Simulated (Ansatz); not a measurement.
# What LiMgF3 (model cell, started as cubic perovskite with Mg in the octahedra) distorts into, part 3 of 3

Which phase does LiMgF3 (model cell, started as cubic perovskite with Mg in the octahedra) fall into along its unstable mode, and how much energy does it gain?

Ansatz 0.2.0; DFT PBEsol, scalar-relativistic, plane waves, PAW; PAW set soft_1.

So far. Step 5 (Energy along the mode, all amplitudes (two of the runs …): The lowest of the steps tried is the last one, at 0.6 Å, 48.5 meV/atom below the parent; the bottom of the well need not coincide with a step. Step 7 (The new phase in its own primitive cell): The largest force component left is 0.079 meV/Å and the pressure is 0.000 GPa, within the tolerances set. The cell now holds 12.22 Å³/atom. The relaxed cell has a = 5.479, c = 7.051 Å (conventional setting).

The structure was built from a prototype and need not be the compound's stable phase.

### 8. Modes of the new phase, k-mesh 6×6×6

A relaxed structure may still be a saddle point, so its zone-centre modes are computed. The response to a homogeneous field gives the Born charges and the dielectric tensor.

input.yaml reads:

```yaml
crystal:
  lattice:
    - [2.7395749918, 1.581694359, 2.3502848342]
    - [-2.7395749918, 1.581694359, 2.3502848342]
    - [0.0, -3.163388718, 2.3502848342]
  atoms:
    - { symbol: Li, position: [0.1368885733, 0.1368885733, 0.1368885733] }
    - { symbol: Mg, position: [0.5004068269, 0.5004068269, 0.5004068269] }
    - { symbol: F, position: [0.4635210134, 0.9916755627, 0.4635210134] }
    - { symbol: F, position: [0.9916755627, 0.4635210134, 0.4635210134] }
    - { symbol: F, position: [0.4635210134, 0.4635210134, 0.9916755627] }
kpoints:
  mp_grid: { grid: [6, 6, 6] }
hamiltonian:
  xc: pbesol
  pseudopotentials: { kind: paw, azcp: { folder: soft_1 }, xc_functional: pbe }
scf:
  occupations: { method: fixed }
output:
  eigenvalues: true
phonons:
  method: dfpt
  dielectric: true
  rigid_motions: translations
```

Command:

```console
ansatz run input.yaml --threads 8 --pin off --max-ram 16384MiB --backend cpu --events-out ev --progress --plain --runs-dir out
```

Numbers of over 12 decimals in the logs are rounded to 6 here.

What it wrote:

```text
[...]
Crystal: 5 atoms, lattice volume = 61.105 Å³
Basis set: ecut = 420 eV, 1201 PW (Γ), exchange–correlation on 54×54×54 points (8 copies of the dense FFT grid, shifted against one another)
Bands: 22, of which v1, the nominal top of the filled ones, is band 17 counted from 1 (16 counted from 0)
Symmetry: 6 space group operations
k-points: 112 of 216 (irreducible under 1 space group operation, time reversal used)
[...]
SCF iter   1: F=—  HF=-4525.233069 eV  |F-HF|=—  |Δ(HF+E_count)|=         —  Δρ=9.89e-2  dr2=4.27e0  ethr=3.10e-3  ⟨swp⟩=4.9  Hψ=10895  notcnv=0  defer=326
[...]
SCF iter  10: F=-4523.857988 eV  HF=-4523.857988 eV  |F-HF|=2.33e-10  |Δ(HF+E_count)|=   1.05e-8  Δρ=3.04e-7  dr2=4.65e-11  ethr=1.00e-12  ⟨swp⟩=13.0  Hψ=17683  notcnv=0
SCF 1 converged in 10 iterations: F = -4523.857988 eV  dr2 = 4.65e-11
[...]
NSCF: frozen V_eff on 6 k-points
DFPT response loops at Γ: preconditioner auto → none (the input reference at scf.mixing.eps_inf says where Resta's filter doesn't serve); β = 0.50; Broyden in place of MSR1
SCF converged after 10 iterations
Free energy (F): -4523.857988 eV
[...]
Internal energy: -4523.857988 eV  (E = F + TS)
E sigma→0 (E₀):  -4523.857988 eV
Fermi energy:    0.261931 eV
[...]
--- Band table (eV; the first three rows and the last of 112) ---
  k-point 0: bands = [... 13 lower, -0.4768, -0.2614, -0.2455, -0.2455, 6.4598, 12.5170, 13.0589, 13.0589, ... 1 higher]
  k-point 1: bands = [... 13 lower, -0.6318, -0.3711, -0.3496, -0.2539, 6.8408, 12.0877, 13.0769, 13.2709, ... 1 higher]
  k-point 2: bands = [... 13 lower, -0.9210, -0.5449, -0.4612, -0.2616, 7.7998, 10.7468, 13.6485, 13.8572, ... 1 higher]
  k-point 111: bands = [... 13 lower, -0.9794, 0.0126, 0.0126, 0.2619, 9.7730, 12.7215, 12.7215, 12.9261, ... 1 higher]
--- Phonons (Γ-DFPT): 6 representative perturbations + reference, on 112 of 216 k-points (Σ response iterations 20) ---
  k mesh reduced under 1 symmetry operation, with k and −k counted as one. Each operation leaves every solved perturbation unchanged. A smaller set is not considered because the run solves the response to a homogeneous field
  ASR residual: 3.346e-4 → 0.000e0 eV/Å²; symmetrization residual: 9.758e-6 eV/Å²
  ASR residual per site (eV/Å²): 6.61e-5 1.20e-4 2.72e-4 2.72e-4 3.35e-4
[...]
ε∞ (high-frequency dielectric tensor):
        1.875870     0.000000     0.000000
        0.000000     1.875870     0.000000
        0.000000     0.000000     1.874882
  ε⁰ (static dielectric tensor: ions relaxed, cell fixed):
        7.067407     0.000000     0.000000
        0.000000     7.067407     0.000000
        0.000000     0.000000     4.706836
  ε⁰ − ε∞ (ionic part):
        5.191536     0.000000     0.000000
        0.000000     5.191536     0.000000
        0.000000     0.000000     2.831953
  softest optical mode at Γ: 106.23 cm⁻¹; the repairs (sum rule, projections) moved no ω² at Γ by more than (3.52 cm⁻¹)²
  Born effective charges Z* (e; rows j = field, columns β = displacement):
    site 0:
         1.07288    0.00000    0.00000
         0.00000    1.07288   -0.00000
         0.00000    0.00000    1.02825
    site 1:
         1.91135    0.00000    0.00000
         0.00000    1.91135   -0.00000
         0.00000    0.00000    1.97351
    site 2:
        -1.08183    0.15084    0.16273
         0.15084   -0.90765   -0.09395
         0.15005   -0.08663   -1.00059
    site 3:
        -1.08183   -0.15084   -0.16273
        -0.15084   -0.90765   -0.09395
        -0.15005   -0.08663   -1.00059
    site 4:
        -0.82056   -0.00000   -0.00000
        -0.00000   -1.16892    0.18790
        -0.00000    0.17326   -1.00059
  Z* charge neutrality: 2.258e-5 e pre-enforcement
  k-mesh period / interband length: 23.6 Å / 0.82 Å = 28.76 at k = (0.0000, 0.0000, 0.0000), direct gap 6.705 eV — 14 or more, which is no proof of convergence
  optical modes at Γ without the LO–TO term, one row a degenerate level:
      ω (cm⁻¹)  modes    IR ((D/Å)²/amu)
        106.23      1             0.0000
        156.12      2             3.3981
        269.68      2             7.1360
        316.26      2             2.1396
        320.45      1             5.0127
        398.58      1             3.9950
        495.76      2             9.4743
        522.89      1             1.9607
  optical modes at Γ + LO–TO along q̂ = [1.0000, 0.0000, 0.0000]:
      ω (cm⁻¹)  modes    IR ((D/Å)²/amu)
        106.23      1             0.0000
        156.12      1             1.6990
        183.40      1             0.1284
        269.68      1             3.5680
        302.84      1             0.1113
        316.26      1             1.0698
        320.45      1             5.0127
        371.54      1             1.3649
[...]
optical modes at Γ + LO–TO along q̂ = [0.0000, 1.0000, 0.0000]:
      ω (cm⁻¹)  modes    IR ((D/Å)²/amu)
[...]
398.58      1             3.9950
        495.76      1             4.7371
        522.89      1             1.9607
        620.94      1             9.4694
  optical modes at Γ + LO–TO along q̂ = [0.0000, 0.0000, 1.0000]:
      ω (cm⁻¹)  modes    IR ((D/Å)²/amu)
        106.23      1             0.0000
        156.12      2             3.3981
        269.68      2             7.1360
        316.26      2             2.1396
        357.93      1             0.2390
        477.94      1             1.3664
        495.76      2             9.4743
        618.56      1             9.3630
```

Wall time 12 s (8 threads of INTEL XEON PLATINUM 8581C at 2.30GHz (Emerald Rapids), shared host); peak memory 0.86 GiB.

Numbers from this step:

```yaml
sum_rule_residual_before_enforcement: 3.35e-4 eV/Å²
miss_of_the_charge_sum_rule: 2.26e-5 e
point_group: 3m
highest_optical_mode_at_the_zone_centre_no_lo_to_term: 522.9 cm⁻¹
lowest_optical_zone_centre_mode: 106.2 cm⁻¹
mean_high_frequency_dielectric_constant: 1.876
largest_born_charge_third_of_the_trace: 1.932 e
mean_static_dielectric_constant: 6.281
top_of_the_zone_centre_spectrum_with_the_field: 620.9 cm⁻¹
```

Without the LO-TO term. Patterns of degenerate modes are one choice out of their space. The modes at Γ (shares of kinetic energy by element, %):

| mode | frequency (cm⁻¹) | symmetry | Li % | Mg % | F % |
| --- | --- | --- | --- | --- | --- |
| 1 | 0.0 | acoustic | 8 | 28 | 65 |
| 2 | 0.0 | acoustic | 8 | 28 | 65 |
| 3 | 0.0 | acoustic | 8 | 28 | 65 |
| 4 | 106.2 | A2 | 0 | 0 | 100 |
| 5 | 156.1 | E | 25 | 0 | 75 |
| 6 | 156.1 | E | 25 | 0 | 75 |
| 7 | 269.7 | E | 4 | 28 | 68 |
| 8 | 269.7 | E | 4 | 28 | 68 |
| 9 | 316.3 | E | 63 | 13 | 24 |
| 10 | 316.3 | E | 63 | 13 | 24 |
| 11 | 320.4 | A1 | 1 | 46 | 53 |
| 12 | 398.6 | A1 | 88 | 2 | 10 |
| 13 | 495.8 | E | 0 | 31 | 69 |
| 14 | 495.8 | E | 0 | 31 | 69 |
| 15 | 522.9 | A1 | 3 | 25 | 72 |

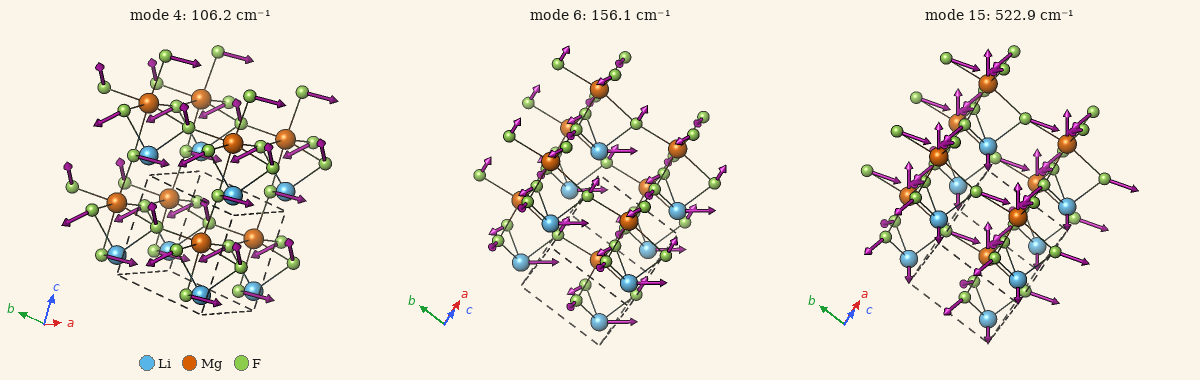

Displacement patterns of modes 4, 6 and 15 at Γ; arrows are exaggerated. 2×2×2 cells are drawn. Some periodic images of atoms are drawn too.

Optical modes at the zone centre, without and with the macroscopic field of the longitudinal modes; each column is sorted by frequency, so a row need not hold one and the same mode. Modes with and without the field, by row:

| rank among optical modes | no field (cm⁻¹) | q along (1, 0, 0) (cm⁻¹) | q along (0, 0, 1) (cm⁻¹) |
| --- | --- | --- | --- |
| 1 | 106.2 | 106.2 | 106.2 |
| 2 | 156.1 | 156.1 | 156.1 |
| 3 | 156.1 | 183.4 | 156.1 |
| 4 | 269.7 | 269.7 | 269.7 |
| 5 | 269.7 | 302.8 | 269.7 |
| 6 | 316.3 | 316.3 | 316.3 |
| 7 | 316.3 | 320.4 | 316.3 |
| 8 | 320.4 | 371.5 | 357.9 |
| 9 | 398.6 | 398.6 | 477.9 |
| 10 | 495.8 | 495.8 | 495.8 |
| 11 | 495.8 | 522.9 | 495.8 |
| 12 | 522.9 | 620.9 | 618.6 |

Born charge (rows field, columns displacement) (e), principal values of the symmetric part by kind of site:

| atom | atoms with these values | low | middle | high | mean |
| --- | --- | --- | --- | --- | --- |
| Li1 | 1 | 1.03 | 1.07 | 1.07 | 1.06 |
| Mg2 | 1 | 1.91 | 1.91 | 1.97 | 1.93 |
| F3 | 3 | -1.28 | -0.89 | -0.82 | -1.00 |

In full for F3:

```
-1.08  0.15  0.16
 0.15 -0.91 -0.09
 0.15 -0.09 -1.00
```

High-frequency dielectric tensor:

```
1.88 0.00 0.00
0.00 1.88 0.00
0.00 0.00 1.87
```

Static dielectric tensor (ions relaxed, fixed cell):

```
7.07 0.00 0.00
0.00 7.07 0.00
0.00 0.00 4.71
```

Transverse modes. Infrared lines, with heights relative to the strongest:

| position (cm⁻¹) | label | relative intensity |
| --- | --- | --- |
| 106 | A2 | 0.0 |
| 156 | E | 36 |
| 270 | E | 75 |
| 316 | E | 23 |
| 320 | A1 | 53 |
| 399 | A1 | 42 |
| 496 | E | 100 |
| 523 | A1 | 21 |

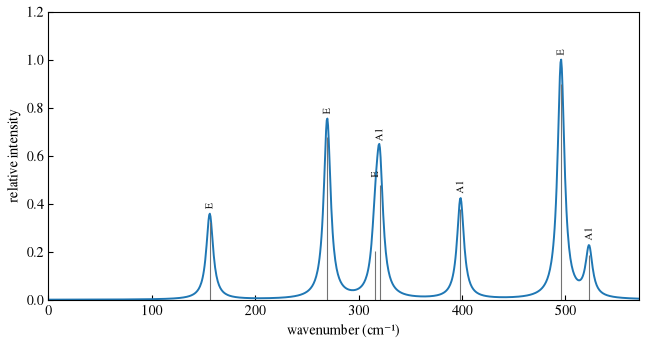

The infrared spectrum, broadened with Lorentzians of width 8 cm⁻¹; bars mark the lines.

Before it was imposed, the acoustic sum rule was missed by 3.3e-4 eV/Å² and the charge sum rule by 2.3e-5 e. Small misses are needed for a sound result but don't prove that mesh and cutoff are converged. The lowest optical mode is real, 106 cm⁻¹.

### 9. Outcome

| Property | Result |
| --- | --- |
| unstable mode of the parent | q = (0, 0, 0), 228i cm⁻¹ |
| depth at the lowest point sampled | 48.5 meV/atom |
| largest atomic shift at that point | 0.6 Å |
| space group reached (within 0.01 Å) | R3m |
| energy gained over the parent (first relaxation, on the mesh of the frozen mode) | 83.6 meV/atom |
| volume per atom, phase reached | 12.2 Å³ |
| gap on the k-mesh, phase reached | 6.20 eV |
| lowest optical zone-centre mode, phase reached | 106 cm⁻¹ |
| highest optical mode at the zone centre (no LO-TO term), phase reached | 523 cm⁻¹ |

What this shows: Along this mode the structure falls into R3m, 83.6 meV/atom below the parent. At the parent's cell the well is 48.47 meV/atom deep on the steps tried, with its lowest point at a shift of 0.6 Å. That is the last step tried, so the steps alone don't bracket the bottom of the well. Relaxing atoms and cell changes the gain by +35.14 meV/atom against the lowest step (energies at zero smearing). The new phase has no imaginary mode at the zone centre of its cell; other wavevectors were not checked. Of the 4 patterns followed to their end from this parent, this one reaches the lowest energy. Each path keeps the symmetry of its pattern, so a lower phase may lie along a pattern not tried. The PAW files were made for PBE and serve the other functionals too. The starting cell was built on a prototype and not taken from a measurement, so the phase need not exist.

[Logs are printed without paths, hosts, clocks, repeated set-up lines and the standing remarks that a program may print on its own settings, such as how far it seeks lower states.]

[Hosts, paths, dates, database ids (printed as entryN), source tags and the programs' standing remarks are cut or masked in the printed files.]
